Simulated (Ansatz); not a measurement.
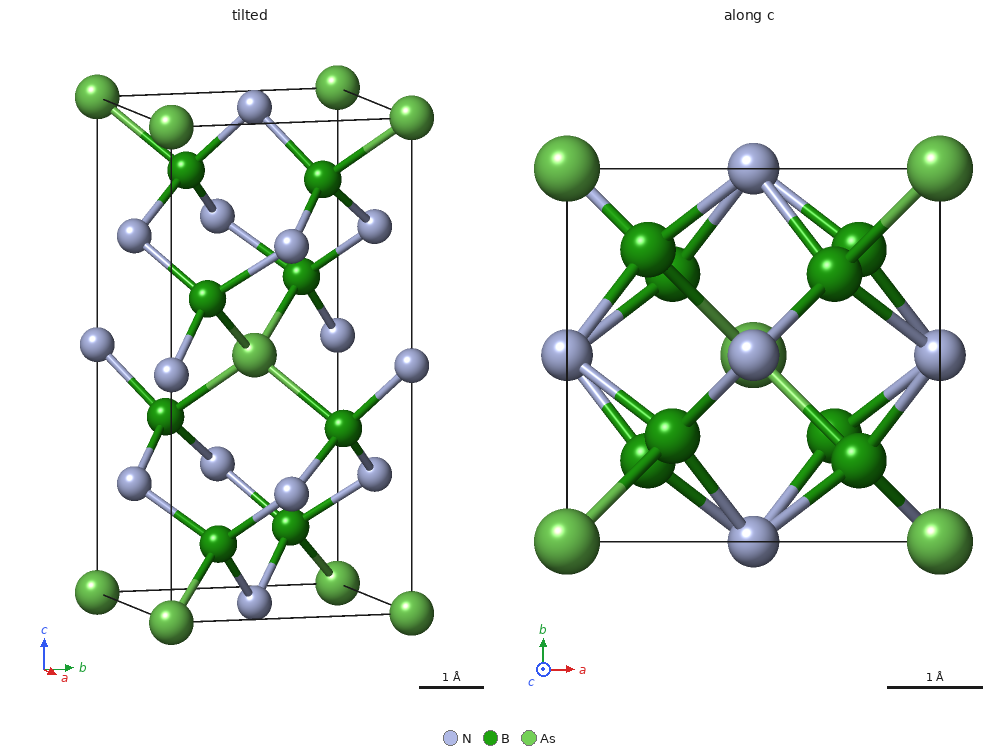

View slightly off an axis and along the c axis, drawn as a ball-and-stick model. The conventional unit cell is drawn as a box.

B$_{4}$AsN$_{3}$, space group I-42m (No. 121), a = 3.950 Å, b = 3.950 Å, c = 7.843 Å, α = 90.00°, β = 90.00°, γ = 90.00°. The structure was taken from a structure type filled with these elements by a generator (whether the compound takes this form wasn't checked). Earlier steps of the study, as a rule a relaxation of our own, may have changed the cell and positions, so they can lie some per cent off the listed ones. It went into a calculation with Ansatz.

This one geometry was computed with Ansatz (DFT, plane waves, PAW) at five levels of theory: HSE06, PBE with spin-orbit coupling, PBE0, r2SCAN and PBE. It was relaxed beforehand with r2SCAN.

Which level gives the highest pressure at this volume, and what does that say about its equilibrium volume?

Highest: PBE with spin-orbit coupling (3.1 GPa) and PBE (3.1 GPa), which points to the largest equilibrium volume. Lowest, with the smallest volume: HSE06 (-3.5 GPa) and PBE0 (-3.5 GPa). Levels within 0.5 GPa of each other can't be told apart.

How does the band gap change with the level of theory?

PBE with spin-orbit coupling: a gap of 1.85 eV, direct; PBE: a gap of 1.89 eV, direct; r2SCAN: a gap of 2.25 eV, direct; HSE06: a gap of 2.93 eV, direct; PBE0: a gap of 3.66 eV, direct.

Collect the results in a table.

| level | cutoff (eV) | k-mesh of the run's cell | gap (eV) | pressure (GPa) |
| --- | --- | --- | --- | --- |
| HSE06 | 420 | 6×6×6 | 2.93 | -3.5 |
| PBE with spin-orbit coupling | 420 | 10×10×10 | 1.85 | 3.1 |
| PBE0 | 420 | 6×6×6 | 3.66 | -3.5 |
| r2SCAN | 500 | 10×10×10 | 2.25 | 0.0 |
| PBE | 420 | 10×10×10 | 1.89 | 3.1 |

Gaps are taken on the k-mesh or band path of each run.
